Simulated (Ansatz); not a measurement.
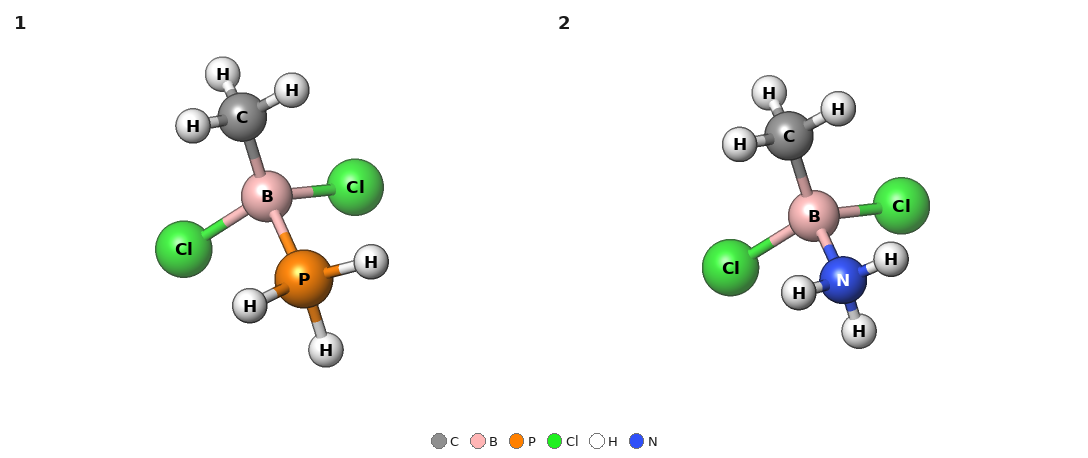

2 molecules with one skeleton, seen from the same side and at one scale. Charge 0, singlet. Computed geometries: PBE0-D4/def2-TZVP optimisations, one conformation each. Properties computed with Ansatz 0.2.0.

One atom differs, called X below: P in panel 1, N in panel 2. Their formulas are CH6BCl2P (`C[B-]([PH3+])(Cl)Cl`), CH6BCl2N (`C[B-]([NH3+])(Cl)Cl`).

> In which is the mean angle H–X–H larger (PBE0-D4/def2-TZVP)?

In panel 2 (X = N).

> In which is the mean length of X–H larger (PBE0-D4/def2-TZVP)?

In panel 1 (X = P).

Give the values. With PBE0-D4/def2-TZVP: length of X–B (Å), mean length of X–H (Å), mean angle H–X–H (°), dipole moment (D), harmonic zero-point energy (kJ/mol). With CAM-B3LYP-D4/def2-TZVPP: HOMO energy (Kohn–Sham orbital) (eV), HOMO–LUMO gap (eV).

| quantity | 1 (P) | 2 (N) | 2 − 1 |
| --- | --- | --- | --- |
| length of X–B (Å) | 1.997 | 1.625 | −0.372 |
| mean length of X–H (Å) | 1.406 | 1.017 | −0.389 |
| mean angle H–X–H (°) | 102.1 | 108.9 | +6.8 |
| dipole moment (D) | 5.13 | 6.00 | +0.87 |
| harmonic zero-point energy (kJ/mol) | 187.5 | 221.9 | +34.4 |
| HOMO energy (Kohn–Sham orbital) (eV) | −9.13 | −9.19 | −0.06 |
| HOMO–LUMO gap (eV) | 9.93 | 9.74 | −0.19 |
